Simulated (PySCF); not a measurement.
SMILES CC(C)(C)c1ccc([SiH3])s1, GFN2-xTB optimised geometry. Atoms within 1.6 Å of the plane z = 0.6 Å (x, y, z in Å): C1 (-0.39, -3.20, -0.08), C2 (-1.14, -1.87, 0.02), C3 (-1.94, -1.82, 1.32), C5 (-0.17, -0.72, 0.00), C6 (1.19, -0.72, 0.00), C7 (1.75, 0.58, 0.00), C8 (0.82, 1.58, 0.00), Si9 (1.08, 3.44, -0.01), S10 (-0.78, 0.91, 0.00), H11 (-1.11, -4.02, -0.09), H12 (0.27, -3.34, 0.77), H13 (0.19, -3.25, -0.99), H14 (-2.64, -2.65, 1.36), H15 (-2.50, -0.89, 1.39), H16 (-1.27, -1.89, 2.18), H20 (1.79, -1.61, 0.00), H21 (2.81, 0.76, 0.00), H22 (0.40, 4.02, 1.15), H24 (2.53, 3.67, 0.06).

Level of theory: CAM-B3LYP/def2-SVP in PySCF.

Map of the electrostatic potential (hartree/e), clipped to [-0.08, 0.12] on the plane z = 0.6 Å:

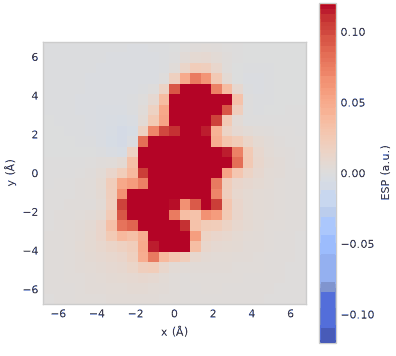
Figure: Electrostatic potential (hartree/e), clipped to [-0.08, 0.12] on the plane z = 0.6 Å.
